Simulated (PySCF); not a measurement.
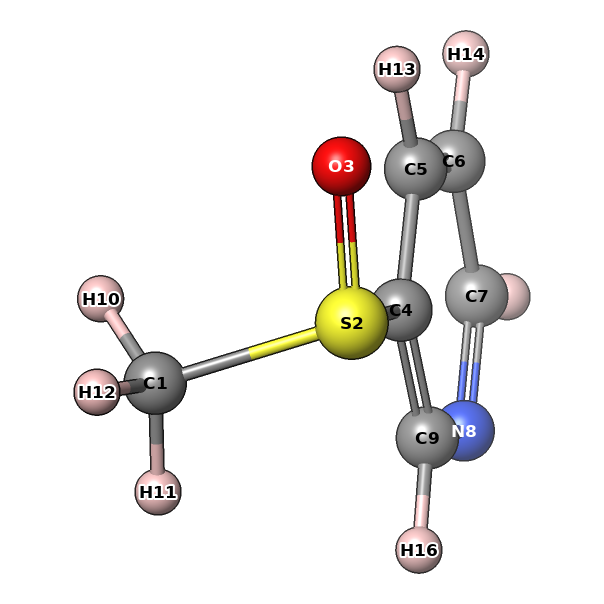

C4 lies behind S2. The molecule seen a little off the S2–C4 bond, S2 in front. Depth is shown by fading: the farther an atom, the more it takes the colour of the background. The computed structure is the end point of a GFN2-xTB optimisation. No frequency run is at hand to confirm it as a minimum.

**What is the torsion angle O3–S2–C4–C5? The sign is positive where the front bond must turn clockwise to cover the back bond.**

−1°, synperiplanar (eclipsed).
